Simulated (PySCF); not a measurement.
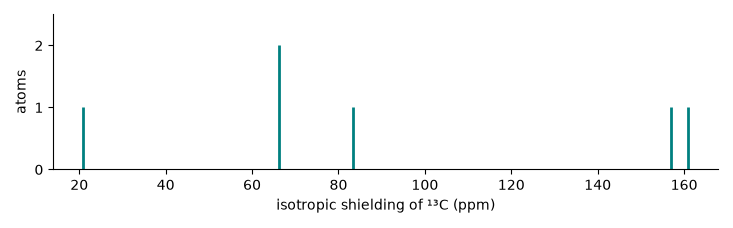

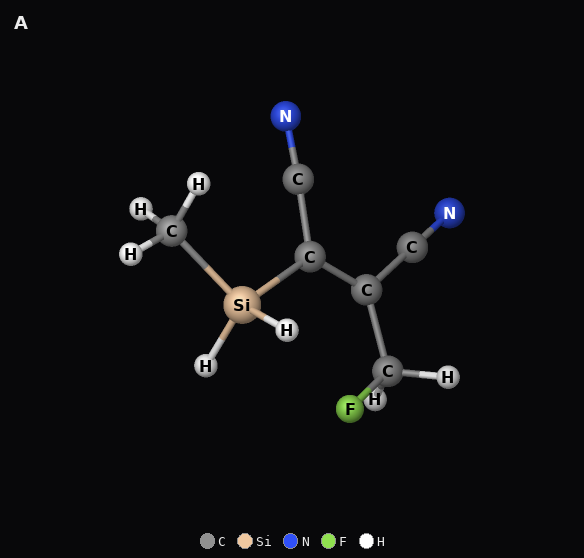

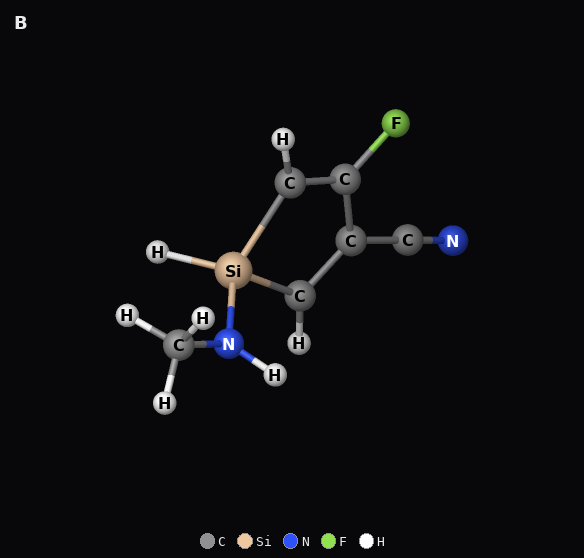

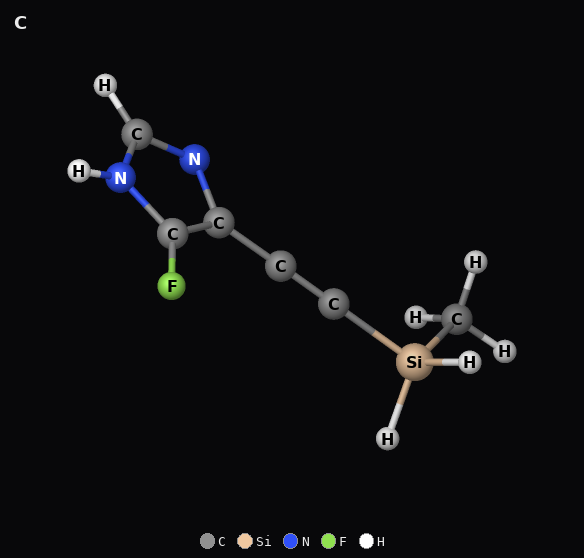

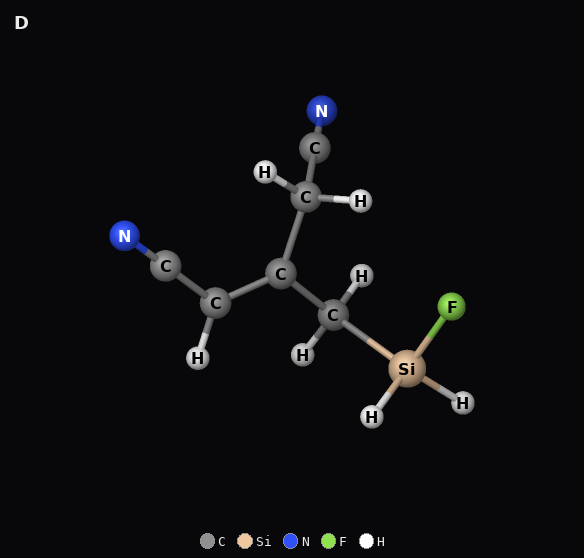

The sticks are computed shieldings of one of the molecules, for one fixed geometry (GFN2-xTB) without averaging over rotations. Low shielding means a high chemical shift. Method: GIAO PBE0/pcSseg-1 NMR shielding, non-relativistic, gas phase (PySCF 2.14.0).

Match the spectrum to a structure.

D, `N#C/C=C(\CC#N)C[SiH2]F`. Its 6 C atoms give lines at 21.0, 66.2 (2 atoms), 83.3, 157.0, 160.9 ppm.

The geometry is semi-empirical. Around Si such bond lengths and angles can be off by a tenth of an ångström or more and by several degrees, and values that hang on the shape move with them.
